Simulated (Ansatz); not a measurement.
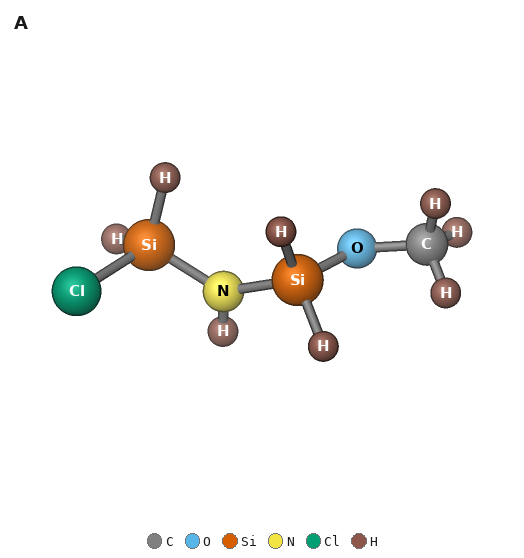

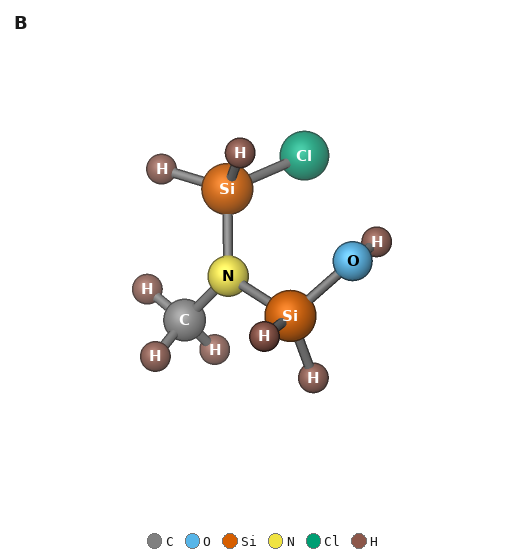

2 stationary structures of one formula. Geometries: PBE0-D4/def2-TZVP. Electronic energies: CCSD(T)/CBS (MP2 limit from def2-TZVPP and def2-QZVPP plus CCSD(T) − MP2) (Ansatz 0.2.0), without zero-point energy. No frequency run is at hand to confirm each as a minimum. Each is one conformer, not always the lowest.

> Are they conformers, stereoisomers or constitutional isomers?

They are constitutional isomers of CH8ClNOSi2: A `CO[SiH2]N[SiH2]Cl`, B `CN([SiH2]O)[SiH2]Cl`.

> Rank them by energy, lowest first.

B is lowest; A lies 0.131 eV above it.
